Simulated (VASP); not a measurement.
Band structure of Te (relaxed from the A7 structure, space group R-3m). Calculation: r2SCAN meta-GGA, VASP's PBE PAW potentials (set 64) (plane waves; VASP 6.6.1).

Unless said otherwise, spin-orbit coupling is left out, though it shifts the bands of the heavy elements here.

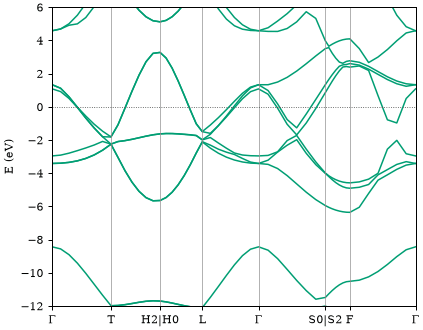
*Bands along high-symmetry lines, zero at the valence-band maximum or, without a gap, the Fermi level*

Read the plot: is there a gap, and where are the band edges?

It has no gap at this level: it comes out as a metal or semimetal.

The structure was generated: Te was put into the A7 type (R-3m), which need not be its known phase. It was relaxed first, which changed the volume by +15 %.
